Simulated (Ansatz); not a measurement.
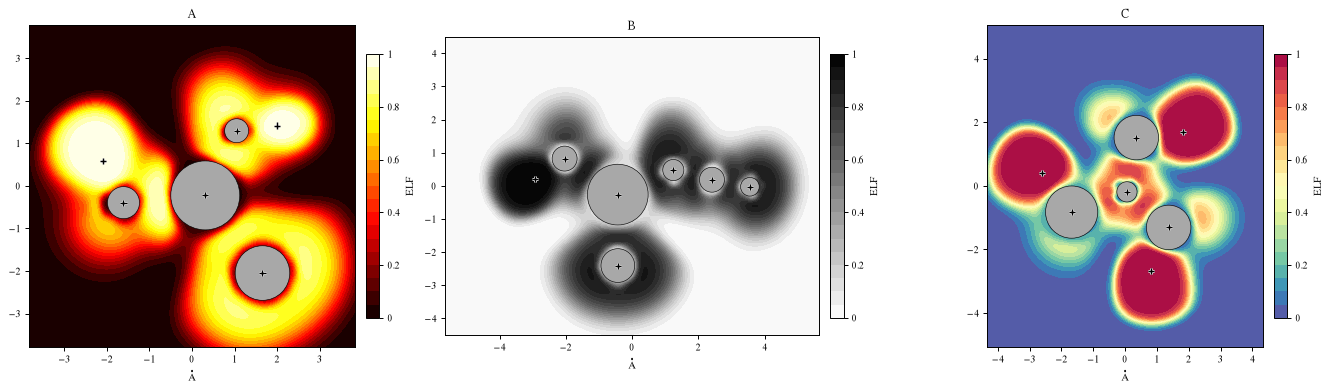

The ELF of 3 systems, each on a plane through atoms (crosses mark nuclei in the plane; grey discs cover the cores).

Level of theory: Ansatz 0.2.0, RKS PBE0-D4/def2-TZVPP.

System 1: CH11GeNSi2 (SMILES C[SiH2][N]([SiH3])[GeH3]), the plane of atoms N3, Ge5 and H15. Geometry: PBE0-D4/def2-TZVP.

```yaml
atoms:
  - { symbol: C, position_ang: [-1.7600, 0.7002, -1.4257] }
  - { symbol: Si, position_ang: [-0.4719, -0.6018, -1.0758] }
  - { symbol: N, position_ang: [0.4923, -0.2296, 0.3149] }
  - { symbol: Si, position_ang: [2.1692, 0.1484, 0.1509] }
  - { symbol: Ge, position_ang: [-0.2678, -0.2722, 2.0020] }
  - { symbol: H, position_ang: [-2.4577, 0.7971, -0.5897] }
  - { symbol: H, position_ang: [-2.3391, 0.4383, -2.3154] }
  - { symbol: H, position_ang: [-1.2926, 1.6732, -1.5942] }
  - { symbol: H, position_ang: [0.4714, -0.7096, -2.2258] }
  - { symbol: H, position_ang: [-1.1509, -1.9164, -0.8943] }
  - { symbol: H, position_ang: [2.9786, -1.0246, -0.2793] }
  - { symbol: H, position_ang: [2.3860, 1.2366, -0.8411] }
  - { symbol: H, position_ang: [2.6673, 0.6013, 1.4798] }
  - { symbol: H, position_ang: [0.5073, -1.2566, 2.8937] }
  - { symbol: H, position_ang: [-1.7213, -0.7400, 1.8178] }
  - { symbol: H, position_ang: [-0.2337, 1.1333, 2.6263] }
```

System 2: CH4AlBrO (SMILES [CH3][Al]([OH])[Br]), the plane of atoms Al2, O3 and H8. Geometry: PBE0-D4/def2-TZVP.

```xyz
8

C     0.0428    1.2977   -0.0844
Al   -0.0877   -0.6272   -0.1285
O     0.5307   -1.5672    1.1311
Br   -1.0715   -1.7020   -1.8639
H    -0.9496    1.7546   -0.1288
H     0.5417    1.6409    0.8241
H     0.6019    1.6682   -0.9480
H     0.4841   -2.5221    1.1428
```

System 3: C2H3ClGaNO, the plane of atoms Ga2, N4 and C5. Geometry: PBE0-D4/def2-TZVP.

```xyz
9

C    -0.6491   -1.4000    1.0025
Ga    0.4598   -0.1811   -0.0170
Cl    2.5505   -0.4715   -0.3758
N    -0.2129    1.3528   -0.7613
C     0.1088    2.3108   -1.4133
O     0.3518    3.2611   -2.0411
H    -0.9280   -0.9297    1.9476
H    -1.5644   -1.6155    0.4493
H    -0.1165   -2.3269    1.2091
```

> Which map belongs to which system?

Panel A is system 2, CH4AlBrO: the plane holds C, Al, O, Br and H. Al–O (1.69 Å): the ELF peaks at about 0.85 in the valence shell of O, 0.6 Å from its nucleus, and is about 0.50 at the midpoint. Panel B is system 3, C2H3ClGaNO: the plane holds C, Ga, Cl, N, O and H. C–O (1.16 Å): the ELF peaks at about 0.85 between the atoms (a short, multiple covalent bond). Panel C is system 1, CH11GeNSi2: the plane holds Si, N, Ge and H. Si–N (1.73 Å): the ELF peaks at about 0.90 between the atoms (a polar covalent bond).
